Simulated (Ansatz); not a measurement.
## Lattice dynamics of NaB (Fm-3m)

Aim: the vibrations of NaB (Fm-3m), their spectra, and whether the structure is stable.

Calculated with Ansatz 0.2.0; DFT PBEsol, scalar-relativistic, plane waves, PAW.

**1. The starting structure**

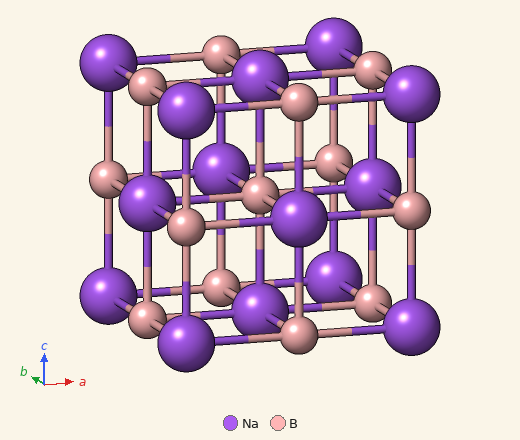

Start, viewed slightly off an axis; sodium purple, boron pink. This picture shows the conventional cell, with its axes. Some periodic images of atoms are drawn too.

**2. Relaxation**

Harmonic phonons are second derivatives at a point where the forces vanish, and they are wanted at zero stress, so atoms and cell are relaxed first.

The input, input.yaml:

```yaml
crystal:
  lattice:
    - [0.0, 2.683869, 2.683869]
    - [2.683869, 0.0, 2.683869]
    - [2.683869, 2.683869, 0.0]
  atoms:
    - { symbol: Na, position: [0.0, 0.0, 0.0] }
    - { symbol: B, position: [0.5, 0.5, 0.5] }
kpoints:
  mp_grid: { grid: [14, 14, 14] }
hamiltonian:
  xc: pbesol
scf:
  occupations: { method: gaussian, width: 0.1 }
output:
  forces: true
  stress: true
  eigenvalues: true
relax:
  adjacent_minimum: "off"
  f_tol: 0.005
  max_steps: 80
  cell: { stress_tol: 0.05 }
```

Started as:

```
ansatz run input.yaml --threads 4 --pin off --max-ram 7168MiB --backend cpu --events-out ev --progress --plain --runs-dir out
```

Numbers of over 12 decimals in the logs are rounded to 6 here.

Log:

```text
Engine: ansatz 0.2.0, aarch64-unknown-linux-gnu
Pseudopotentials: kind: paw
Pseudopotential: Na, paw, valence charge 9, recommended cutoff 420 eV (normal), Na.paw.azcp
Pseudopotential: B, paw, valence charge 3, recommended cutoff 420 eV (normal), B.paw.azcp
Functional definition: PBEsol
  exchange = pbesol_x
  correlation = pbesol_c
Crystal: 2 atoms, lattice volume = 38.665 Å³
Basis set: ecut = 420 eV, 749 PW (Γ), exchange–correlation on 54×54×54 points (8 copies of the dense FFT grid, shifted against one another)
Bands: 10, of which v1, the nominal top of the filled ones, is band 6 counted from 1 (5 counted from 0)
Symmetry: 48 space group operations
Space group: Fm-3m (ITA 225), of the structure as read, at distance tolerance 3.4e-5 Å
k-points: 104 of 2744
Non-local potential: Na, projectors of the file, l = 0: 3, l = 1: 2, l = 2: 1
Non-local potential: B, projectors of the file, l = 0: 2, l = 1: 2, l = 2: 1
PAW form: soft (Blöchl's): semilocal exchange-correlation on the pseudo side does not see the compensation charge
PAW frozen core: Na, regenerated for the run's functional, and the local potential with it (the file was generated under x = pbe(κ = 0.804, μ = 0.219515), c = pbe(β = 0.066725))
PAW frozen core: B, regenerated for the run's functional, and the local potential with it (the file was generated under x = pbe(κ = 0.804, μ = 0.219515), c = pbe(β = 0.066725))
PAW one-centre angular grid: Na, 110 points (default); XC on 64 Gauss nodes
PAW one-centre angular grid: B, 110 points (default); XC on 64 Gauss nodes
Initial density: superposition of atomic densities (neutral atoms: chi_scale 0, normalization atom), corrected by the library's trained network
Initial wavefunctions: pseudopotential atomic-orbital guess
Functional: x = pbesol(κ = 0.804, μ = 0.123457), c = pbesol(β = 0.046)
SCF iter   1: F=—  HF=-1624.677056 eV  |F-HF|=—  |Δ(HF+E_count)|=         —  Δρ=2.95e-3  dr2=2.09e-3  ethr=1.77e-3  ⟨swp⟩=5.1  Hψ=5724  notcnv=0
preconditioner: auto → none  [metal: Δε(μ)=0.044 eV  Ē_g=7.869 eV  σ=0.100 eV  W_gap=0.24  n_scr=8 (ndim 8)  ℏωp=11.9 eV  f_vac=0.000  D(μ)=1.13/eV (n_scr^D=8)  sad-step TF]
SCF iter   2: F=—  HF=-1624.675463 eV  |F-HF|=—  |Δ(HF+E_count)|=   1.59e-3  Δρ=9.39e-4  dr2=3.00e-4  ethr=1.74e-5  ⟨swp⟩=2.3  Hψ=2467  notcnv=0
SCF iter   3: F=—  HF=-1624.675351 eV  |F-HF|=—  |Δ(HF+E_count)|=   1.13e-4  Δρ=2.32e-4  dr2=1.72e-5  ethr=2.50e-6  ⟨swp⟩=2.0  Hψ=1567  notcnv=0
SCF iter   4: F=—  HF=-1624.675345 eV  |F-HF|=—  |Δ(HF+E_count)|=   5.11e-6  Δρ=1.60e-4  dr2=1.19e-5  ethr=1.43e-7  ⟨swp⟩=2.0  Hψ=1648  notcnv=0
SCF iter   5: F=—  HF=-1624.675340 eV  |F-HF|=—  |Δ(HF+E_count)|=   5.06e-6  Δρ=5.11e-5  dr2=1.06e-6  ethr=9.89e-8  ⟨swp⟩=1.9  Hψ=1187  notcnv=0
SCF iter   6: F=-1624.675340 eV  HF=-1624.675340 eV  |F-HF|=4.38e-9  |Δ(HF+E_count)|=   5.34e-7  Δρ=3.99e-6  dr2=8.00e-9  ethr=8.33e-10  ⟨swp⟩=3.4  Hψ=4218  notcnv=0
SCF 1 converged in 6 iterations: F = -1624.675340 eV  dr2 = 8.00e-9
  greatest PAW one-centre occupation: 0.999 electrons in one spin orbital (limit 2), on the Na atom at site 0 (counted from 0), in its partial waves of l = 0
relax step   1: F+E_penalty+E_count = -1624.67533984 eV  Δ(F+E_penalty+E_count) = +0.000e0 eV  max|allowed force component| = 1.265e-30 eV/Å  Δτ_max = 0.0000 Å  P = -0.995 GPa  Ω = 38.665 Å³  (6 SCF iters, dr2 threshold 1.00e-7 eV, accepted)
Crystal: 2 atoms, lattice volume = 37.479 Å³
Basis set: ecut = 420 eV, 725 PW (Γ), exchange–correlation on 54×54×54 points (8 copies of the dense FFT grid, shifted against one another)
Initial density: handed on by an earlier stage of this run
Initial wavefunctions: those handed on with the density
iter 1 solved again at ethr=3.99e-7 eV; its pass at ethr=3.10e-3 eV (dr2=4.79e-5 eV) is discarded
SCF iter   1: F=—  HF=-1624.680026 eV  |F-HF|=—  |Δ(HF+E_count)|=         —  Δρ=3.27e-4  dr2=4.21e-5  ethr=3.99e-7  ⟨swp⟩=2.0  Hψ=7966  notcnv=0
preconditioner: auto → none  [metal: Δε(μ)=0.063 eV  Ē_g=7.992 eV  σ=0.100 eV  W_gap=0.34  n_scr=8 (ndim 8)  ℏωp=12.1 eV  f_vac=0.000  D(μ)=1.06/eV (n_scr^D=8)]
SCF iter   2: F=—  HF=-1624.680000 eV  |F-HF|=—  |Δ(HF+E_count)|=   2.58e-5  Δρ=1.11e-4  dr2=2.33e-6  ethr=3.50e-7  ⟨swp⟩=1.8  Hψ=1205  notcnv=0
SCF iter   3: F=-1624.679999 eV  HF=-1624.679999 eV  |F-HF|=2.14e-8  |Δ(HF+E_count)|=   1.27e-6  Δρ=3.23e-5  dr2=1.23e-7  ethr=1.67e-9  ⟨swp⟩=5.8  Hψ=5181  notcnv=0
SCF 2 converged in 3 iterations: F = -1624.679999 eV  dr2 = 1.23e-7
relax step   2: F+E_penalty+E_count = -1624.67999921 eV  Δ(F+E_penalty+E_count) = -4.659e-3 eV  max|allowed force component| = 5.423e-31 eV/Å  Δτ_max = 0.0000 Å  P = -0.181 GPa  Ω = 37.479 Å³  energy of the carried Pulay correction = +2.304e-4 eV  (3 SCF iters, dr2 threshold 2.00e-7 eV, accepted)
Crystal: 2 atoms, lattice volume = 37.226 Å³
iter 1 solved again at ethr=3.20e-8 eV; its pass at ethr=3.10e-3 eV (dr2=3.84e-6 eV) is discarded
SCF iter   1: F=—  HF=-1624.680191 eV  |F-HF|=—  |Δ(HF+E_count)|=         —  Δρ=9.69e-5  dr2=2.76e-6  ethr=3.20e-8  ⟨swp⟩=2.0  Hψ=7433  notcnv=0
preconditioner: auto → none  [metal: Δε(μ)=0.057 eV  Ē_g=8.019 eV  σ=0.100 eV  W_gap=0.31  n_scr=8 (ndim 8)  ℏωp=12.2 eV  f_vac=0.000  D(μ)=1.04/eV (n_scr^D=8)]
SCF iter   2: F=—  HF=-1624.680184 eV  |F-HF|=—  |Δ(HF+E_count)|=   7.32e-6  Δρ=4.06e-5  dr2=2.49e-7  ethr=2.30e-8  ⟨swp⟩=1.8  Hψ=1200  notcnv=0
SCF iter   3: F=-1624.680184 eV  HF=-1624.680184 eV  |F-HF|=2.11e-9  |Δ(HF+E_count)|=   8.62e-8  Δρ=1.05e-5  dr2=1.37e-8  ethr=6.80e-10  ⟨swp⟩=5.0  Hψ=4786  notcnv=0
SCF 3 converged in 3 iterations: F = -1624.680184 eV  dr2 = 1.37e-8
relax step   3: F+E_penalty+E_count = -1624.68018365 eV  Δ(F+E_penalty+E_count) = -1.844e-4 eV  max|allowed force component| = 6.705e-30 eV/Å  Δτ_max = 0.0000 Å  P = +0.012 GPa  Ω = 37.226 Å³  energy of the carried Pulay correction = +2.806e-4 eV  (3 SCF iters, dr2 threshold 8.16e-8 eV, accepted)
Initial wavefunctions: pseudopotential atomic-orbital guess (no wavefunctions were taken with the density)
iter 1 solved again at ethr=2.68e-7 eV; its pass at ethr=3.10e-3 eV (dr2=3.21e-5 eV) is discarded
SCF iter   1: F=—  HF=-1624.679943 eV  |F-HF|=—  |Δ(HF+E_count)|=         —  Δρ=2.33e-5  dr2=3.11e-8  ethr=2.68e-7  ⟨swp⟩=2.9  Hψ=8630  notcnv=0
SCF iter   2: F=—  HF=-1624.679938 eV  |F-HF|=—  |Δ(HF+E_count)|=   5.50e-6  Δρ=1.15e-5  dr2=7.20e-9  ethr=2.59e-10  ⟨swp⟩=2.2  Hψ=1618  notcnv=0
SCF iter   3: F=—  HF=-1624.679938 eV  |F-HF|=—  |Δ(HF+E_count)|=   5.30e-8  Δρ=1.31e-6  dr2=1.09e-10  ethr=6.00e-11  ⟨swp⟩=2.2  Hψ=1338  notcnv=0
SCF iter   4: F=-1624.679938 eV  HF=-1624.679938 eV  |F-HF|=1.14e-12  |Δ(HF+E_count)|=  6.86e-10  Δρ=8.06e-8  dr2=8.60e-13  ethr=1.00e-12  ⟨swp⟩=6.2  Hψ=4408  notcnv=0
SCF 4 converged in 4 iterations: F = -1624.679938 eV  dr2 = 8.60e-13
relax step   4: F+E_penalty+E_count = -1624.67993767 eV  Δ(F+E_penalty+E_count) = +2.460e-4 eV  max|allowed force component| = 4.109e-30 eV/Å  Δτ_max = 0.0000 Å  P = +0.005 GPa  Ω = 37.226 Å³  stress off target by 4.67e-3 GPa  SCF on the basis re-selected at this cell (its energy is not comparable with the rows above)  (4 SCF iters)
basis re-selected at this cell: Δ(F+E_penalty+E_count) = +2.460e-4 eV, ΔP = -0.007 GPa vs the last step (what re-selecting the basis moved, of the pressure what is left beyond the Pulay correction that the steps carried, after the strain that the cell walked since its last selection, with what the two solves' SCF thresholds leave and, on support functions, any second-order correction that the steps lacked; it is no m [...]
SCF converged after 4 iterations
Free energy (F): -1624.679938 eV
Harris-Foulkes:  -1624.679938 eV  (|F-HF|=1.14e-12)
Internal energy: -1624.674722 eV  (E = F + TS)
E sigma→0 (E₀):  -1624.677330 eV
Entropy (-TS):   -0.005215 eV (-2.608 meV/atom)
Fermi energy:    2.882469 eV
--- Per-component energies (eV) ---
  E_band       = -216.702281
  E_kinetic    = 155.916363
  E_local      = -1374.035068  (includes V_loc(G=0)·N_el)
  E_nonlocal   = 131.872108
  E_hartree    = 496.110409
  E_xc         = -65.651675
  E_vxc        = -81.608454  (∫ρ·V_xc dr)
  E_paw        = -328.506070  (= ΣΔE_a)
  E_vpaw       = -41.067989  (= ΣTr[D̂ρ^β])
  E_aug_tail   = -0.000040  (compensation charges beyond the density's cutoff)
  E_ewald      = -640.450154
  E_core_change = 0.069405  (= ΣΔE_core)
  E_smearing   = -0.005215  (= −TS)
  E_closure    = -0.000000  (closes the sum)
  Σ components = -1624.679938   (vs F -1624.679938, Δ=0.00e0)
--- Forces (eV/Å), atoms counted from 1 ---
  atom   1  Na     0.00000000     0.00000000     0.00000000
  atom   2  B     -0.00000000     0.00000000     0.00000000
  max |Σ_I F_I| component: 6.51e-30 eV/Å
--- Stress (GPa, compression-positive) ---
        0.004670       0.000000       0.000000
        0.000000       0.004670       0.000000
        0.000000       0.000000       0.004670
  P = ⅓ Tr σ = 0.0047 GPa (0.047 kbar)
--- Band table (eV; the first three rows and the last of 104) ---
  k-point 0: bands = ["-47.8713", "-19.9587", "-19.9587", "-19.9587", "-4.3810", "5.3806", "5.3806", "5.3806", "10.6918", "13.1734"]
  k-point 1: bands = ["-47.8712", "-19.9612", "-19.9590", "-19.9590", "-4.3162", "5.1318", "5.3422", "5.3422", "10.8354", "12.7590"]
  k-point 2: bands = ["-47.8709", "-19.9682", "-19.9597", "-19.9597", "-4.1249", "4.4835", "5.2386", "5.2386", "11.0433", "12.3192"]
  k-point 103: bands = ["-47.8684", "-19.9919", "-19.9860", "-19.9762", "-1.7076", "2.0614", "2.5705", "3.4016", "11.5021", "11.5636"]
--- Relaxed structure (3 steps of the walk, 3 accepted, 1 SCFs on fresh bases) ---
  F+E_penalty+E_count = -1624.67993767 eV   max|allowed force component| = 4.109e-30 eV/Å   (the final SCF, on the basis selected at the relaxed cell)
  cell:  # Å, volume = 37.2261 Å³
    - [0, 2.650163, 2.650163]
    - [2.650163, 0, 2.650163]
    - [2.650163, 2.650163, 0]
  atoms:
    - { symbol: Na, position: [0, 0, 0] }
    - { symbol: B, position: [0.500000, 0.500000, 0.500000] }
```

Wall time 10 s (4 threads of Arm Neoverse N1, shared host); peak memory 0.34 GiB.

Step by step:

| step | energy less that of the first step (eV) | largest force component (eV/Å) | pressure (GPa) | volume (Å³) |
| --- | --- | --- | --- | --- |
| 1 | 0.0000 | 0.0000 | -0.99 | 38.66 |
| 2 | -0.0047 | 0.0000 | -0.18 | 37.48 |
| 3 | -0.0048 | 0.0000 | 0.01 | 37.23 |
| 4* | -0.0046 | 0.0000 | 0.00 | 37.23 |

Relaxation steps marked * repeat the geometry before them on a plane-wave basis chosen anew for their cell, so energy and pressure can jump there.

Forces are held to the 48 operations that the run works with; a distortion that breaks them can't arise in this run.

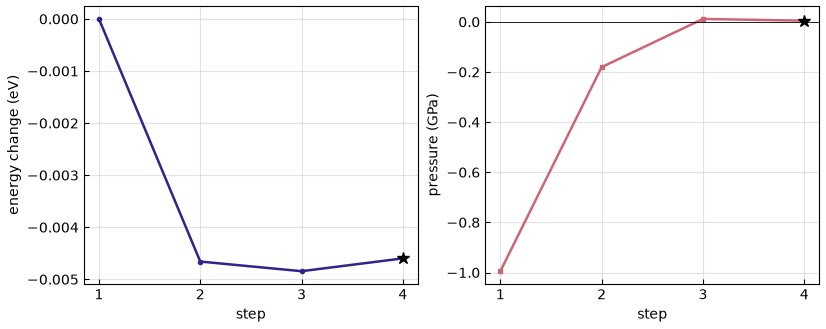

Energy and pressure along the relaxation. Stars mark steps on a basis chosen anew.

| conventional cell, symmetrised | before | after | change |
| --- | --- | --- | --- |
| a (Å) | 5.368 | 5.300 | -1.3 % |
| b (Å) | 5.368 | 5.300 | -1.3 % |
| c (Å) | 5.368 | 5.300 | -1.3 % |
| volume (Å³/atom) | 19.33 | 18.61 | -3.7 % |

Final coordinates:

```
Na B
1.0
     0.00000    2.65016    2.65016
     2.65016    0.00000    2.65016
     2.65016    2.65016    0.00000
Na B
1 1
Direct
  0.00000 0.00000 0.00000
  0.50000 0.50000 0.50000
```

Numbers from this step:

* pressure: 0.004670 GPa
* volume per atom: 18.61 Å³
* gap on the k-mesh: 0 eV

In this step the volume went from 19.33 to 18.61 Å³/atom.

**3. Tight relaxation**

Phonons need a cell at rest on their own settings, so the relaxation is repeated with tight tolerances on forces and stress on the k mesh and occupations of the first response run.

The input, input.yaml:

```yaml
crystal:
  lattice:
    - [0.0, 2.6501634608, 2.6501634608]
    - [2.6501634608, 0.0, 2.6501634608]
    - [2.6501634608, 2.6501634608, 0.0]
  atoms:
    - { symbol: Na, position: [0.0, 0.0, 0.0] }
    - { symbol: B, position: [0.5, 0.5, 0.5] }
kpoints:
  mp_grid: { grid: [16, 16, 16] }
hamiltonian:
  xc: pbesol
scf:
  occupations: { method: methfessel_paxton, width: 0.15 }
output:
  forces: true
  stress: true
  eigenvalues: true
  write_density: true
  write_potential: true
  elf: true
  volumetric_format: npy
relax:
  adjacent_minimum: "off"
  f_tol: 0.001
  max_steps: 60
  cell: { stress_tol: 0.01 }
```

Log:

```text
[...]
Crystal: 2 atoms, lattice volume = 37.226 Å³
Basis set: ecut = 420 eV, 725 PW (Γ), exchange–correlation on 54×54×54 points (8 copies of the dense FFT grid, shifted against one another)
Bands: 10, of which v1, the nominal top of the filled ones, is band 6 counted from 1 (5 counted from 0)
Symmetry: 48 space group operations
[...]
k-points: 145 of 4096
[...]
0.000000      -0.000000       0.008523
  P = ⅓ Tr σ = 0.0085 GPa (0.085 kbar)
--- Band table (eV; the first three rows and the last of 145) ---
[...]
--- Relaxed structure (2 steps of the walk, 2 accepted, 1 SCFs on fresh bases) ---
[...]
cell:  # Å, volume = 37.2697 Å³
    - [0, 2.651198, 2.651198]
    - [2.651198, 0, 2.651198]
    - [2.651198, 2.651198, 0]
  atoms:
    - { symbol: Na, position: [0, 0, 0] }
    - { symbol: B, position: [0.5, 0.5, 0.5] }
[key lines of the parts left out:]
SCF converged after 5 iterations
Free energy (F): -1624.676671 eV
Fermi energy:    2.885938 eV
```

It took 10 s on 4 threads; peak memory 0.36 GiB; 18 s of CPU time.

Little changed from the start: no atom moved by 0.005 Å and no cell edge by 0.1 %.

Numbers from this step:

```
pressure        : 0.008523 GPa
volume per atom : 18.63 Å³
```

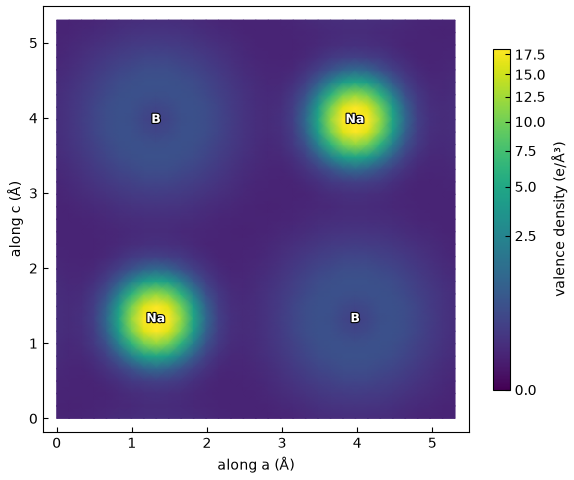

Valence density in the ac plane of the conventional cell at fractional y = 0.000, with atoms of Na and B within 0.2 Å of it. It is the smooth field of the valence electrons, not physical close to the nuclei. The map starts off the cell's origin, so that atoms lie inside it. The colour scale is stretched toward low values.

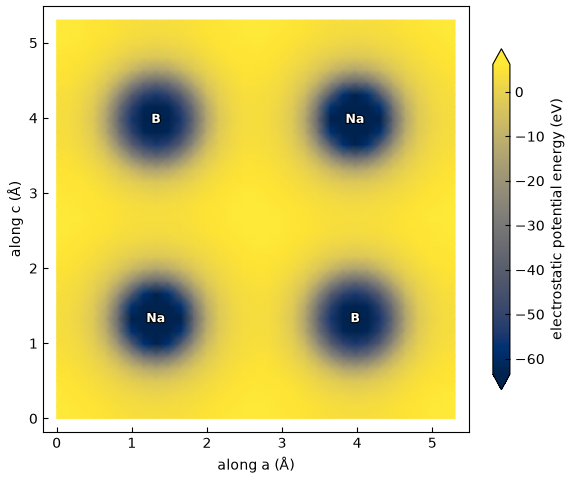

Electrostatic potential energy in the ac plane of the conventional cell at fractional y = 0.000, with atoms of Na and B within 0.2 Å of it. With pseudopotentials it is smooth inside the atoms' cores, unlike the true potential. The map starts off the cell's origin, so that atoms lie inside it.

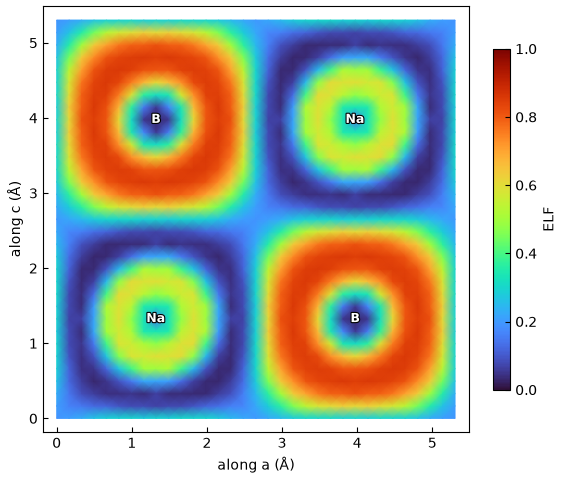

ELF in the ac plane of the conventional cell at fractional y = 0.000, with atoms of Na and B within 0.2 Å of it. It is the smooth field of the valence electrons, not physical close to the nuclei. The map starts off the cell's origin, so that atoms lie inside it.

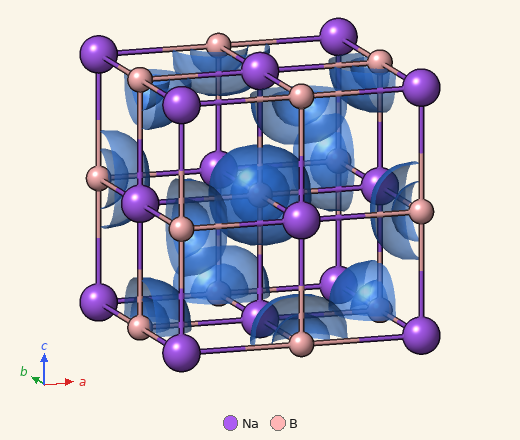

Surface of ELF = 0.78.

The forces vanish by symmetry and the pressure is 0.009 GPa, within the tolerances set. The cell now holds 18.63 Å³/atom.

[end of part 1 of 2]

[Logs are printed without paths, hosts, clocks, repeated set-up lines and the standing remarks that a program may print on its own settings, such as how far it seeks lower states.]

[Hosts, paths, dates, database ids (printed as entryN), source tags and the programs' standing remarks are cut or masked in the printed files.]
